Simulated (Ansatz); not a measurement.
ClH3SSi···H2O

```xyz
9

Si    0.6119    0.2839   -0.2285
O    -0.7250   -0.0932    2.3422
H    -1.5288    0.4374    2.3810
Cl    1.5123    0.3114   -2.1020
H    -0.8131    0.6372   -0.4227
H     0.8794   -1.0595    0.3317
S     1.4621    1.8543    0.9822
H     2.6896    1.2930    1.0458
H    -0.0313    0.5304    2.6006
```

Method: RKS PBE0/def2-SVP (Ansatz 0.2.0).

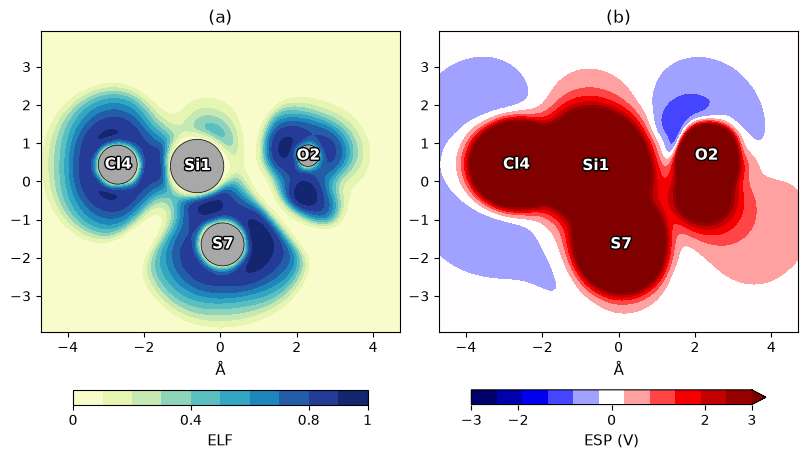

Figure 1. (a) electron localisation function; (b) electrostatic potential on the plane of atoms Cl4, Si1 and S7. Grey discs cover the atomic cores in the ELF map.

Q: Interpret the plot.

A:
- The section cuts through Si, O, Cl and S sites.
- Si1···O2 (2.92 Å): the ELF is about 0.05 at the midpoint.
- Si–Cl (2.08 Å): the ELF peaks at about 0.90 between the atoms, as expected for a polar covalent bond.
- Si–S (2.16 Å): the ELF peaks at about 0.95 between the atoms (localised, covalent bonding).
- The ELF also peaks beside S7 and Cl4, away from the bonds: lone-pair regions.
- Outside the dense part of the complex the potential is most negative (−1.4 V) near O2.

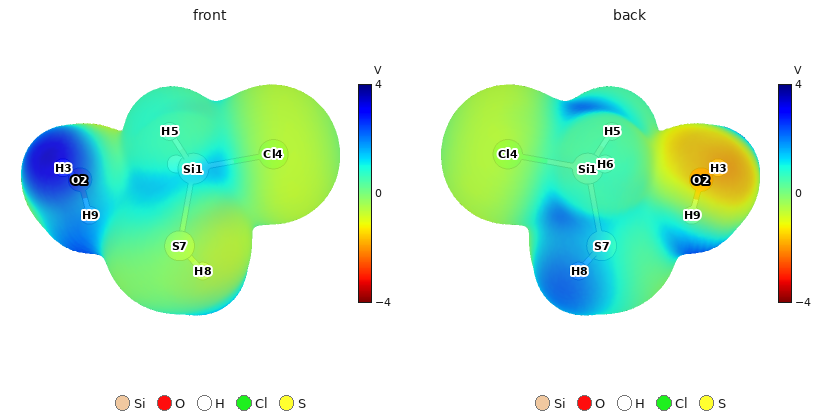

Figure 2. The molecular electrostatic potential painted on the density surface at 0.004 e/bohr³, seen from the front and from behind; red is negative and blue positive.

Q: Which sites attract a positive test charge, and which a negative one?

A: A positive charge is drawn to the negative regions and a negative charge to the positive ones. The most negative region (about −1.7 V, or −39 kcal/mol for a unit charge) lies over O2, the most positive (about +3.1 V, or +71 kcal/mol for a unit charge) over H3. O2 is the likeliest acceptor of a hydrogen bond.

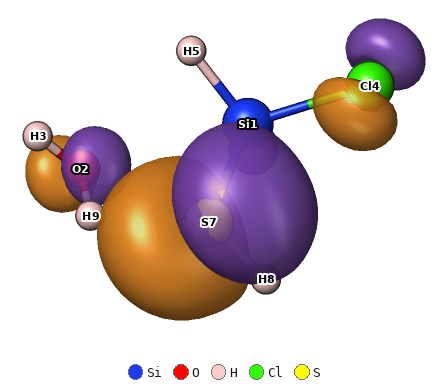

Figure 3. The HOMO at ±0.1 Å⁻³ᐟ² (orange and purple are the two phases), seen at a tilt.

Q: What is the character of this orbital?

A: By Hirshfeld shares it lies mainly on S7 (about 75 %), Cl4 (about 5 %) and O2 (about 5 %); largely a lone pair of S7. Its energy is −7.75 eV.

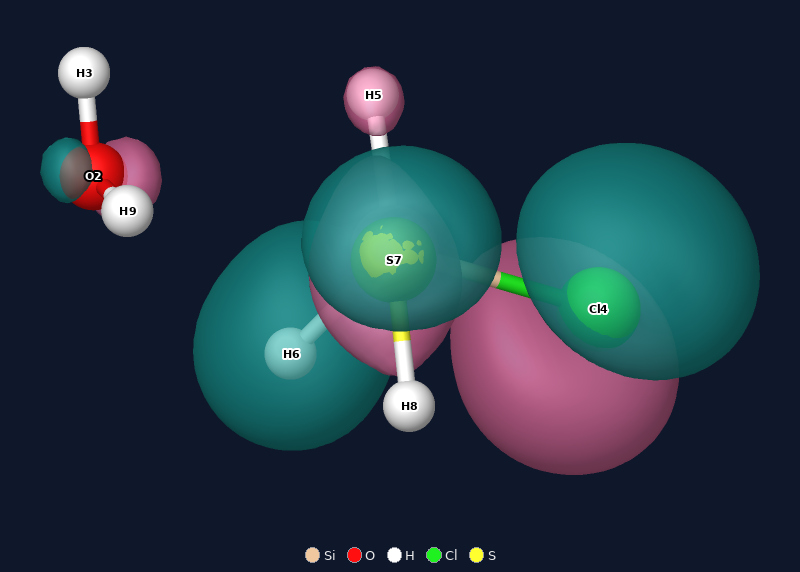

Figure 4. The HOMO−1 at ±0.1 Å⁻³ᐟ² (teal and pink are the two phases), seen at an oblique angle.

Q: Where does this orbital lie, and at what energy?

A: Its weight (Hirshfeld) is mainly on Cl4 (about 60 %), S7 (about 10 %), Si1 (about 10 %) and H6 (about 10 %). Its energy is −8.67 eV.
